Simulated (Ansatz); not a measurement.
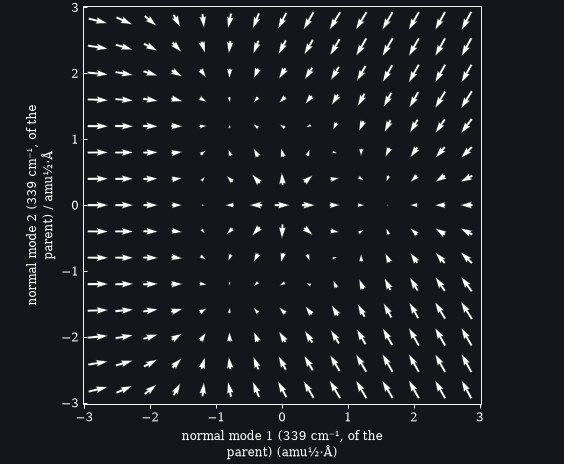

AsP₃, charge +1, spin multiplicity 2. 
- The first coordinate is: normal mode 1 (339 cm⁻¹, of the parent); the second: normal mode 2 (339 cm⁻¹, of the parent).
- Nothing is relaxed (straight displacements along the two mass-weighted modes).
- The grid has 15 × 15 points; 120 points were computed and 105 follow by symmetry.
- Points are written as (first, second).
- Near the degeneracy a single determinant is a rough description.
- These are results of UKS PBE0-D4/def2-SVP (Ansatz), not measurements.

In the figure: arrows along the force (downhill), their lengths compressed.

**The arrows alone are given. Where are the wells?**

The arrows converge at about (1.539 amu½·Å, 0.000 amu½·Å); about (−0.75 amu½·Å, −1.38 amu½·Å) (0.0028 eV up); about (−0.75 amu½·Å, 1.38 amu½·Å) (0.0028 eV up) (read from the interpolated surface).

The energy map of the same scan:

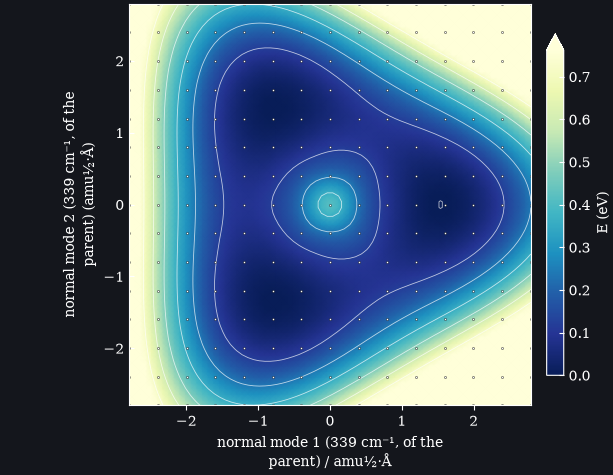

Energies are in eV, from the lowest grid point; between grid points the surface is interpolated.
